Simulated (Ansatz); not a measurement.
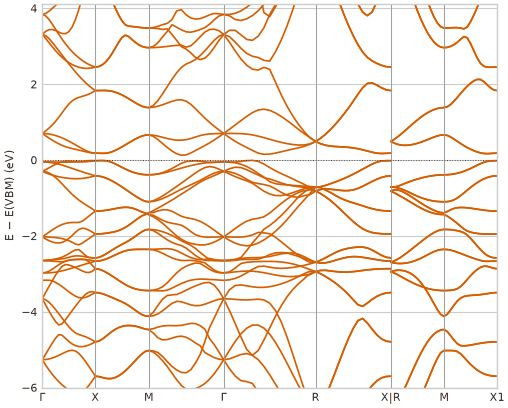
Fig. 1. Band structure from DFT-LDA in the program Ansatz with PAW potentials

The gap is 0.12 eV; an edge lies off the plotted path or next to a special point (maximum off the standard path, minimum off the standard path).

**Question.** Which of these materials gives this?
(A) FeSi, P2_13 (Fe on 4a, Si on 4a)
(B) NbAgO3, cubic perovskite
(C) ZnAgF3, cubic perovskite

**Answer.** A, FeSi, P2_13 (Fe on 4a, Si on 4a)

The LDA relaxation kept the symmetry of its start. The run is not spin-polarised.

Potentials: the later of the program's two PAW sets.
